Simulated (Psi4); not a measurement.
# SnH2ClO2 (SMILES [OH][Sn]([OH])[Cl]), step by step

Aim: a series of 8 runs (UCAM-B3LYP/def2-SVP) of ClH2O2Sn. 

The calculation is run with Psi4 1.11.

### 1 The system as given

The species is SnH2ClO2 (6 atoms), meant as a doublet with charge 0. SMILES: `[OH][Sn]([OH])[Cl]`. The shape is that of a PBE0-D4/def2-TZVP optimisation. This is one conformer, not always the lowest.

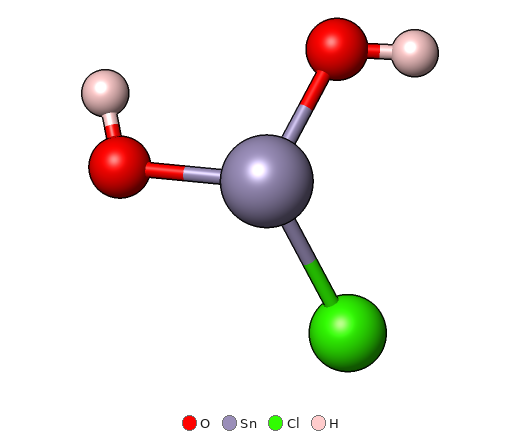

Viewed from a chosen angle; oxygen red, tin purple, chlorine green, hydrogen pink.

### 2 A single-point energy at UCAM-B3LYP/def2-SVP (density fitting, core potential) (run 1)

The input, clh2o2sn.dat:

```
memory 1600 mb

molecule {
  0 2
  O
  Sn 1 1.968863
  O 2 1.960484 1 101.94816
  Cl 2 2.349444 3 108.00071 1 -114.81957
  H 1 0.96187 2 114.27193 3 -158.51774
  H 3 0.96398 2 110.7395 1 -18.94985
  units angstrom
  symmetry c1
}

set basis def2-SVP
set reference uks

e_tot, wfn = energy('cam-b3lyp', return_wfn=True)
```

The run is started by

```bash
psi4 -n 1 clh2o2sn.dat clh2o2sn.out
```

clh2o2sn.out:

```text
[...]
    !!!  WARNING: ECP capability is in beta. Please check occupations closely.  !!!
[...]
  Running in c1 symmetry.
[...]
  Nuclear repulsion =  256.603164730761591
[...]
  Multiplicity = 2
[...]
  Nalpha       = 29
  Nbeta        = 28
[...]
    Number of basis functions: 82
[...]
   @DF-UKS iter   1:  -825.51371590334827   -1.54963e+00   1.13492e-02 ADIIS/DIIS
[...]
   @DF-UKS iter  11:  -825.87074579471823   -4.78332e-08   4.12639e-07 DIIS
[...]
   @S^2 Observed:                7.563716803E-01
[...]
  @DF-UKS Final Energy:  -825.87074579471823
   => Energetics <=
    Nuclear Repulsion Energy =            256.6031647307615913
    One-Electron Energy =               -1732.1883015873991098
    Two-Electron Energy =                 697.6765404145040748
    DFT Exchange-Correlation Energy =     -47.9621493525848095
    Empirical Dispersion Energy =           0.0000000000000000
    VV10 Nonlocal Energy =                  0.0000000000000000
    Total Energy =                       -825.8707457947182320
[...]
 Multipole Moments:
 ------------------------------------------------------------------------------------
     Multipole            Electronic (a.u.)      Nuclear  (a.u.)        Total (a.u.)
 ------------------------------------------------------------------------------------
 L = 1.  Multiply by 2.5417464519 to convert [e a0] to [Debye]
 Dipole X            :        -25.4976658           24.7450398           -0.7526260
 Dipole Y            :          3.0475025           -2.6016024            0.4459001
 Dipole Z            :          3.1103816           -3.6029828           -0.4926012
 Magnitude           :                                                    1.0039566
[...]
```

Run time: 6.3 s. Hardware: 1 thread of Intel Xeon 6975P-C (Granite Rapids), shared host; peak memory 0.52 GiB.

### 3 The distorted shape: a single-point energy at UCAM-B3LYP/def2-SVP (density fitting, core potential) (run 2)

The input, calc.dat:

```
memory 1600 MB

molecule mol {
  0 2
  O     -1.32738142     2.20464331    -0.42583088
  Sn     0.22068222    -1.04322898    -1.37333956
  O      1.89252292    -2.04421690     1.77758978
  Cl    -2.50993424    -3.54720491    -2.09117093
  H     -2.71689704     2.70712149    -1.48445546
  H      2.11097526    -0.60783608     2.87646552
  units bohr
  symmetry c1
}

set {
  reference uks
}

set reference uhf
set stability_analysis follow
set max_attempts 5
energy("scf/def2-SVP")
set reference uks
set stability_analysis none
set guess read
set guess_mix false

energy("cam-b3lyp/def2-SVP")
print_variables()
```

The run is started by

```bash
psi4 -n 1 calc.dat calc.out
```

calc.out:

```text
[...]
    !!!  WARNING: ECP capability is in beta. Please check occupations closely.  !!!
[...]
  Running in c1 symmetry.
[...]
  Nuclear repulsion =  275.557344853707093
[...]
  Multiplicity = 2
[...]
  Nalpha       = 29
  Nbeta        = 28
[...]
    Number of basis functions: 82
[...]
   @DF-UHF iter   1:  -823.23603176154916   -1.91866e+00   8.68337e-03 DIIS/ADIIS
[...]
    !!!  WARNING: ECP capability is in beta. Please check occupations closely.  !!!
[...]
   @DF-UKS iter   9:  -825.81169731043133   -1.91664e-08   6.11725e-07 DIIS
[...]
   @S^2 Observed:                7.544089199E-01
[...]
  @DF-UKS Final Energy:  -825.81169731043133
   => Energetics <=
    Nuclear Repulsion Energy =            275.5573448537070931
    One-Electron Energy =               -1769.6035085197224817
    Two-Electron Energy =                 716.2845769065002060
    DFT Exchange-Correlation Energy =     -48.0501105509160524
    Empirical Dispersion Energy =           0.0000000000000000
    VV10 Nonlocal Energy =                  0.0000000000000000
    Total Energy =                       -825.8116973104313274
[...]
 Multipole Moments:
 ------------------------------------------------------------------------------------
     Multipole            Electronic (a.u.)      Nuclear  (a.u.)        Total (a.u.)
 ------------------------------------------------------------------------------------
 L = 1.  Multiply by 2.5417464519 to convert [e a0] to [Debye]
 Dipole X            :         17.7233453          -17.9401477           -0.2168024
 Dipole Y            :          6.4426844           -6.1009993            0.3416852
 Dipole Z            :        -11.9237892           11.2563814           -0.6674078
 Magnitude           :                                                    0.7805032
[...]
```

It took 7.2 s on 1 thread of Intel Xeon 6975P-C (Granite Rapids), shared host; peak memory 0.54 GiB.

Runs 3 to 4 aren't shown in full; the table further down has their settings and results.

### 4 The distorted shape: the energy at UCAM-B3LYP/def2-SVP (density fitting, core potential) (run 5)

The input, job.py:

```python
import psi4

psi4.set_memory('1600 MB')
psi4.set_num_threads(1)
psi4.core.set_output_file('psi4.out', False)

geom = psi4.geometry("""
0 2
O
Sn 1 1.968863
O 2 1.960484 1 101.94816
Cl 2 3.5242 3 108.00071 1 -114.81956
H 1 0.96187 2 114.27193 3 -158.51774
H 3 0.96398 2 110.7395 1 -18.94985
units angstrom
symmetry c1
""")

psi4.set_options(dict(basis='def2-SVP', reference='uks'))

psi4.set_options({'reference': 'uhf', 'stability_analysis': 'follow', 'max_attempts': 5})
psi4.energy("scf")
psi4.set_options({'reference': 'uks', 'stability_analysis': 'none', 'guess': 'read', 'guess_mix': False})

energy_value = psi4.energy("cam-b3lyp", molecule=geom)
print('E =', round(energy_value, 9))
```

The run is started by

```bash
python job.py
```

psi4.out:

```text
[...]
    !!!  WARNING: ECP capability is in beta. Please check occupations closely.  !!!
[...]
  Running in c1 symmetry.
[...]
  Nuclear repulsion =  218.217004892528109
[...]
  Multiplicity = 2
[...]
  Nalpha       = 29
  Nbeta        = 28
[...]
    Number of basis functions: 82
[...]
   @DF-UHF iter   1:  -823.12308714890935   -2.52686e+00   9.05599e-03 ADIIS/DIIS
[...]
    !!!  WARNING: ECP capability is in beta. Please check occupations closely.  !!!
[...]
   @DF-UKS iter  14:  -825.81379416746177   -1.67593e-07   8.06944e-07 DIIS
[...]
   @S^2 Observed:                7.661172849E-01
[...]
  @DF-UKS Final Energy:  -825.81379416746177
   => Energetics <=
    Nuclear Repulsion Energy =            218.2170048925280810
    One-Electron Energy =               -1655.7403781009329578
    Two-Electron Energy =                 659.6121539807028284
    DFT Exchange-Correlation Energy =     -47.9025749397597451
    Empirical Dispersion Energy =           0.0000000000000000
    VV10 Nonlocal Energy =                  0.0000000000000000
    Total Energy =                       -825.8137941674617650
[...]
 Multipole Moments:
 ------------------------------------------------------------------------------------
     Multipole            Electronic (a.u.)      Nuclear  (a.u.)        Total (a.u.)
 ------------------------------------------------------------------------------------
 L = 1.  Multiply by 2.5417464519 to convert [e a0] to [Debye]
 Dipole X            :        -37.8984344           37.0992777           -0.7991567
 Dipole Y            :         -2.5371014            2.9082613            0.3711599
 Dipole Z            :         -1.6252742            1.0711657           -0.5541085
 Magnitude           :                                                    1.0408877
[...]
```

The script printed:

```text
E = -825.813794167
```

Wall time 9 s (1 thread of Intel Xeon 6975P-C (Granite Rapids), shared host); peak memory 0.51 GiB.

Runs 6 to 7 aren't shown in full; the table further down has their settings and results.

### 5 The distorted shape: a single-point energy at UCAM-B3LYP/def2-SVP (density fitting, core potential) (run 8)

The input, job.in:

```
memory 1.6 GB

molecule mol {
  0 2
  O      5.57956000     8.53830797     1.38988223
  Sn     7.12762364     5.29043568     0.44237355
  O      8.79946435     4.28944776     3.59330289
  Cl    -2.50993424    -3.54720491    -2.09117093
  H      4.19004438     9.04078615     0.33125765
  H      9.01791669     5.72582858     4.69217863
  units au
  symmetry c1
}

set reference uks

set reference uhf
set stability_analysis follow
set max_attempts 5
energy("scf/def2-SVP")
set reference uks
set stability_analysis none
set guess read
set guess_mix false

result, w = energy("cam-b3lyp/def2-SVP", return_wfn=True)
```

The run is started by

```bash
psi4 -n 1 job.in job.out
```

job.out:

```text
[...]
    !!!  WARNING: ECP capability is in beta. Please check occupations closely.  !!!
[...]
  Running in c1 symmetry.
[...]
  Nuclear repulsion =  175.219572186029950
[...]
  Multiplicity = 2
[...]
  Nalpha       = 29
  Nbeta        = 28
[...]
    Number of basis functions: 82
[...]
   @DF-UHF iter   1:  -822.99348092130094   -2.42439e+00   9.06922e-03 DIIS/ADIIS
[...]
    !!!  WARNING: ECP capability is in beta. Please check occupations closely.  !!!
[...]
   @DF-UKS iter   8:  -825.80312776224162   -8.25730e-09   1.96895e-07 DIIS
[...]
   @S^2 Observed:                7.518011201E-01
[...]
  @DF-UKS Final Energy:  -825.80312776224162
   => Energetics <=
    Nuclear Repulsion Energy =            175.2195721860299500
    One-Electron Energy =               -1570.1349963738311999
    Two-Electron Energy =                 617.0221564625245492
    DFT Exchange-Correlation Energy =     -47.9098600369648295
    Empirical Dispersion Energy =           0.0000000000000000
    VV10 Nonlocal Energy =                  0.0000000000000000
    Total Energy =                       -825.8031277622416155
[...]
 Multipole Moments:
 ------------------------------------------------------------------------------------
     Multipole            Electronic (a.u.)      Nuclear  (a.u.)        Total (a.u.)
 ------------------------------------------------------------------------------------
 L = 1.  Multiply by 2.5417464519 to convert [e a0] to [Debye]
 Dipole X            :         62.1141482          -62.4688134           -0.3546653
 Dipole Y            :         47.2173332          -46.9337818            0.2835514
 Dipole Z            :         -0.1570562           -0.4494196           -0.6064758
 Magnitude           :                                                    0.7576291
[...]
```

Wall time 9 s (1 thread of Intel Xeon 6975P-C (Granite Rapids), shared host); peak memory 0.47 GiB.

### 6 All runs side by side

```csv
run,start,partner,energy (Eh),dipole moment (D),HOMO energy (eV),LUMO energy (eV),wall time
1,–,base,-825.870746,2.55,-8.18,-3.19,6.3 s
2,stable UHF solution,Sn2–Cl4 2.00 Å,-825.811697,1.98,-7.59,-2.46,7.2 s
3,stable UHF solution,Sn2–Cl4 2.70 Å,-825.856104,3.62,-8.63,-3.82,7.2 s
4,stable UHF solution,Sn2–Cl4 3.05 Å,-825.832350,3.76,-8.96,-4.20,7.8 s
5,stable UHF solution,Sn2–Cl4 3.52 Å,-825.813794,2.65,-8.74,-4.49,9 s
6,stable UHF solution,Sn2–Cl4 4.23 Å,-825.805343,1.89,-8.29,-4.77,12 s
7,stable UHF solution,Sn2–Cl4 5.17 Å,-825.803617,1.94,-8.27,-4.69,7.5 s
8,stable UHF solution,Sn2–Cl4 7.05 Å,-825.803128,1.93,-8.29,-4.62,9 s
```

### 7 Summary of results

| quantity | value |
| --- | --- |
| distorted shape, run 8: total energy | -825.80313 Eh |
| distorted shape, run 8: dipole moment | 1.93 D |
| distorted shape, run 8: HOMO energy (highest over α and β) | -8.29 eV |
| distorted shape, run 8: LUMO energy (lowest over α and β) | -4.62 eV |
| distorted shape, run 8: ⟨S²⟩ | 0.752 |
| energy change with the Sn2–Cl4 bond stretched from 2.349 to 7.048 Å | 1.840 eV |
| energy change with the Sn2–Cl4 bond stretched from 2.349 to 2.702 Å | 0.398 eV |
| energy change with the Sn2–Cl4 bond stretched from 2.349 to 5.169 Å | 1.827 eV |
| energy change with the Sn2–Cl4 bond stretched from 2.349 to 4.229 Å | 1.780 eV |
| energy change with the Sn2–Cl4 bond shortened from 2.349 to 1.997 Å | 1.607 eV |
| energy change with the Sn2–Cl4 bond stretched from 2.349 to 3.524 Å | 1.550 eV |
| energy change with the Sn2–Cl4 bond stretched from 2.349 to 3.054 Å | 1.045 eV |

In words: With the Sn2–Cl4 bond stretched from 2.349 to 7.048 Å the energy rises by 1.84 eV (178 kJ/mol). The first shape isn't relaxed at this level, so the change isn't measured from a minimum. With the Sn2–Cl4 bond stretched from 2.349 to 2.702 Å the energy rises by 0.40 eV (38.4 kJ/mol). With the Sn2–Cl4 bond stretched from 2.349 to 5.169 Å the energy rises by 1.83 eV (42 kcal/mol). With the Sn2–Cl4 bond stretched from 2.349 to 4.229 Å the energy rises by 1.78 eV (41 kcal/mol). With the Sn2–Cl4 bond shortened from 2.349 to 1.997 Å the energy rises by 1.61 eV (155 kJ/mol). With the Sn2–Cl4 bond stretched from 2.349 to 3.524 Å the energy rises by 1.55 eV (36 kcal/mol). The lowest energy is that of run 1; the highest lies 1.840 eV above it. All runs together took 66 s, the longest 12 s.
